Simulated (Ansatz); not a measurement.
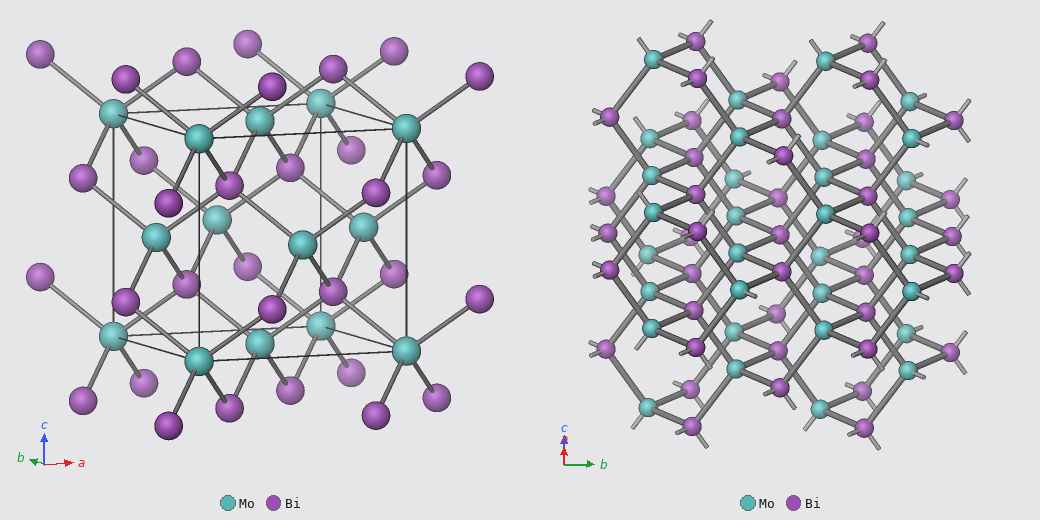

Left: the structure. Right: its underlying net. Nodes are coloured by element. Edges to nodes outside the piece are drawn as stubs.

The compound is BiMo (space group F-43m, No. 216), taken as coordinates from a relaxation with Ansatz 0.2.0, DFT PBEsol, scalar-relativistic, plane waves, PAW; the starting structure was generated, so it need not be a known form of this composition.

Bonds are taken as Bi–Mo below 3 Å. Atoms with one bond or none are removed and atoms with two bonds are replaced by edges, until no such atom is left.

The result is a uninodal 4-connected, three-periodic net: Mo and Bi are 4-connected nodes. It is the dia net, known from diamond, zinc blende and cristobalite. It is a single net, without interpenetration.

| node | links | point symbol | coordination sequence |
| --- | --- | --- | --- |
| Mo and Bi | 4 | 6⁶ | 4 12 24 42 64 |
